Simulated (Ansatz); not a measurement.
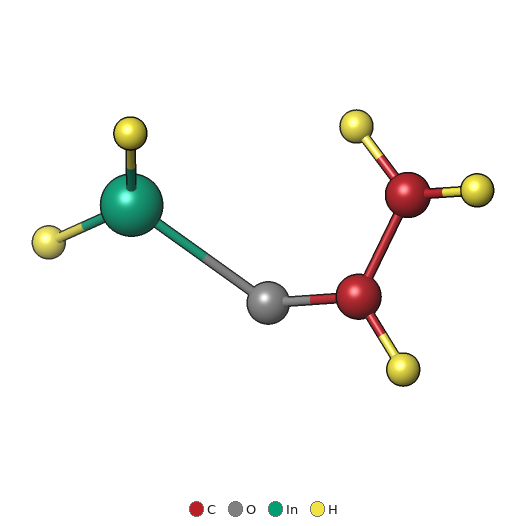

The picture shows the input geometry.

The calculation was set up as follows.

```yaml
crystal:
  periodic: [false, false, false]
  atoms:
    - {symbol: C, position_ang: [0.015305, 1.346303, -0.783650]}
    - {symbol: C, position_ang: [0.998659, 0.641036, -0.118551]}
    - {symbol: O, position_ang: [0.837926, -0.696571, -0.005176]}
    - {symbol: In, position_ang: [-0.860438, -1.514337, 0.853844]}
    - {symbol: H, position_ang: [-0.903962, 0.749662, -0.961036]}
    - {symbol: H, position_ang: [0.149231, 2.332737, -0.912832]}
    - {symbol: H, position_ang: [1.971128, 1.036622, -0.018967]}
    - {symbol: H, position_ang: [-0.573875, -3.122767, 0.725193]}
    - {symbol: H, position_ang: [-1.872817, -0.558784, 1.498576]}
basis:
  gaussian: {orbitals: ANO-RCC-VTZP}
total_charge: 1
magnetization: {spin_polarized: true, initial_magnetization: 1}
hamiltonian: {xc: {name: HF}}
scf: {lower_state_search: off}
```

It was started with:

```sh
ansatz run in.yaml --threads 2 --pin off --events-out ev --progress --plain --max-ram 22528MiB --backend cpu
```

Output:

```
Functional definition: HF
  name "HF"
  cite "Fock, Z. Phys. 61, 126 (1930) doi:10.1007/BF01340294"
  parent pbe
  exchange = exact_x
  correlation = 0
these checks for a lower state are left out or cut short: stability, starts, cluster_reference, orbital_swaps, neighbouring_geometries, increment
2119 factors; their error is unknown
mean field evaluation 1: about -164111.4715 eV, gradient 4.7e1 eV
mean field evaluation 2: about -164111.6666 eV, gradient 5.6e1 eV
mean field evaluation 4: about -164125.5977 eV, gradient 5.3e0 eV
mean field evaluation 8: about -164125.9331 eV, gradient 4.5e-1 eV
mean field evaluation 16: about -164125.9513 eV, gradient 5.1e-2 eV
mean field -164126.50158734 eV, -6031.5376843965 hartree, gradient 1.6e-6 eV, S^2 0.844785; 0 other end points of the search recorded, 0 dependent functions left out
reference -164126.50158734 eV, -6031.5376843965 hartree; 37, 36 occupied and 191, 192 virtual orbitals, 2119 factors
Total energy: -164126.50158734 eV, -6031.5376843965 hartree
Relativity: scalar
Checks for a lower state left out: stability, starts, cluster_reference, orbital_swaps, neighbouring_geometries, increment
```

The run converged.
